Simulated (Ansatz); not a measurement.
Take GaN in the wurtzite structure (space group P6_3mc, No. 186; a = 3.183 Å, c = 5.184 Å) as the base.

The change: Al replaces 33.3 % of the Ga, ordered in a cell of 12 atoms (starting symmetry Cm) and fully relaxed.

All numbers come from r2SCAN (Ansatz, a program for electronic structure), no spin-orbit coupling.

The zone is the changed cell's own and can be folded.

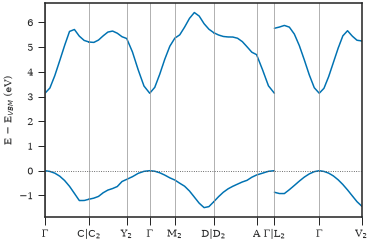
Figure. Highest valence and lowest conduction band along the path of the changed cell's own zone

Question: From the figure, how large is the changed gap, and is it direct?

Answer: About 3.1 eV, direct at Γ.

Each cell is one ordered arrangement of few atoms, which overstates ordering effects compared with a random alloy. Whether these cells are dynamically stable was not tested. k-point labels follow each cell's own Brillouin zone.
